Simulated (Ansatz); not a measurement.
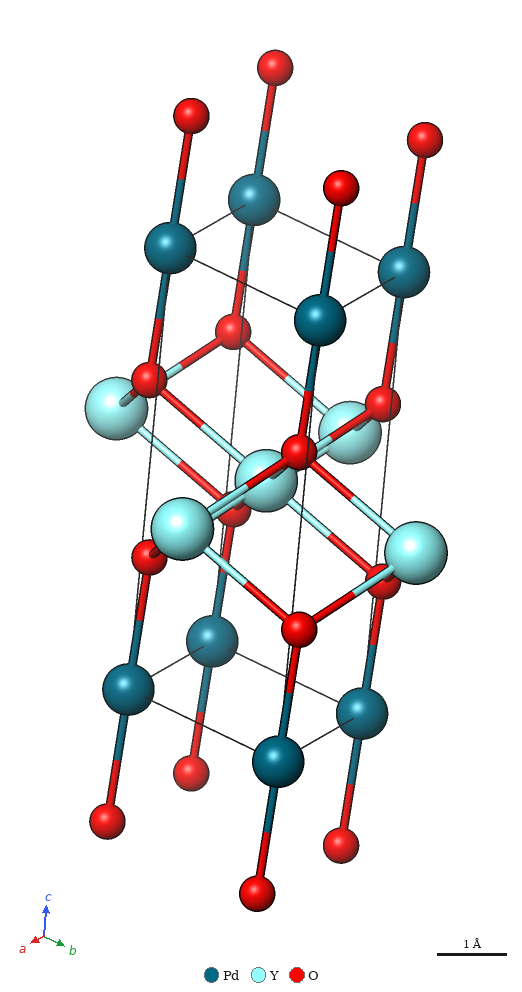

View slightly off an axis, drawn as a ball-and-stick model. The simulation cell is drawn as a box. Every bond is drawn to its end, so some atoms lie outside the box.

Setup: DFT, PAW plane waves, PBE+U, spin-orbit in Ansatz 0.2.0; E_cut = 420 eV, Brillouin-zone sampling on a 6×6×6 mesh, Fermi-Dirac smearing of 0.12 eV, U_eff = 1.64 eV on Pd d, spinor wavefunctions.

**How are the electrons shared out in a Bader analysis?**

Y +2.16 e; Pd +0.37 e; O -1.27 e.

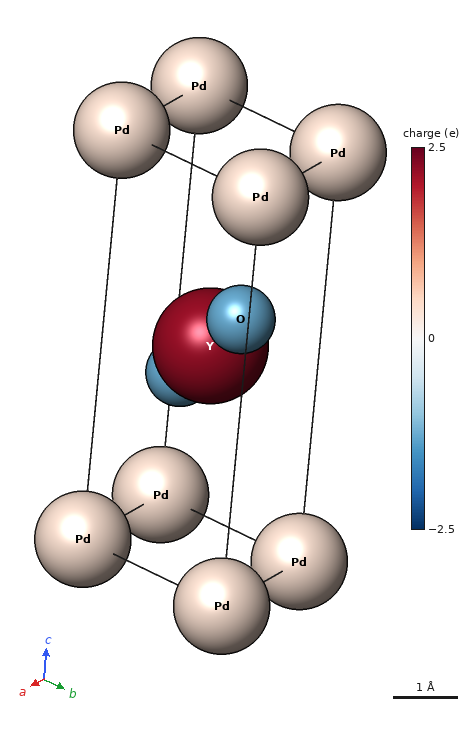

The atoms coloured by those charges.

The cell started as a generated cell, made by putting these elements into a known structure type (the compound may or may not exist in this form). The picture shows the end point of a geometry optimisation with DFT, PAW plane waves, PBE+U, spin-orbit (Ansatz).
